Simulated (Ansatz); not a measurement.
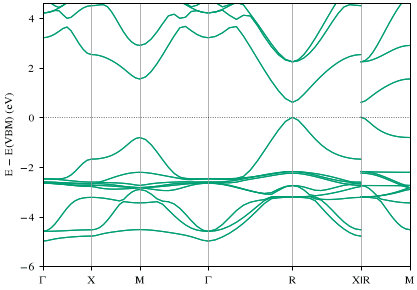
Fig. 1. Band structure from PBEsol with spin–orbit coupling in the plane-wave PAW code Ansatz

Q: Read off the gap and where the band edges lie.

A: About 0.6 eV (0.60 eV by a search for the band edges); maximum at R, minimum at R.

The material is CsPbCl3 (cubic perovskite, space group No. 221).

Space group Pm-3m (cubic perovskite). This is a known high-temperature phase of the composition, computed here at zero pressure and temperature. The PBEsol relaxation kept the symmetry of its start; of distortions, only those at the zone centre were tested, and some modes there are weakly imaginary.

Potentials: the later of the program's two PAW sets.
